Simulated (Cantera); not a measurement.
Input: 1 mol SiCl4, 0.51 mol HCl, 330 mol H2, at 100000 Pa.

Method: chemical equilibrium by Gibbs-energy minimisation in Cantera with the NASA 1993 tables (ideal gas, pure condensed phases). Candidate condensed phases: Si; 19 gas species. The tables' values for SiCl3 are old estimates; treat these amounts as uncertain. Gases not in the tables: Si2H6 and higher silanes. Rates play no part.

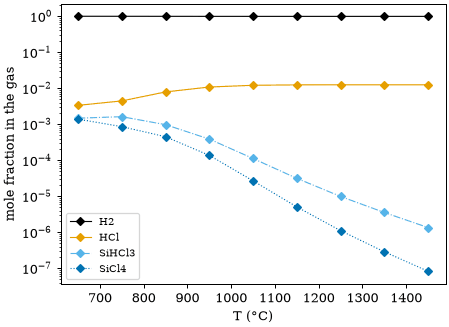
Figure: Equilibrium gas composition (values under 1e-9 drawn at 1e-9)

At 650 °C nothing is condensed. From 750 °C to 1350 °C the condensed part is Si(s). At 1450 °C the condensed part is Si(l). The main Si-bearing gas is SiHCl3 at 650 °C and SiCl2 at 1450 °C. The share of Si in condensed phases is highest at 1250 °C (81.4 %) and lowest at 650 °C (0.0 %).
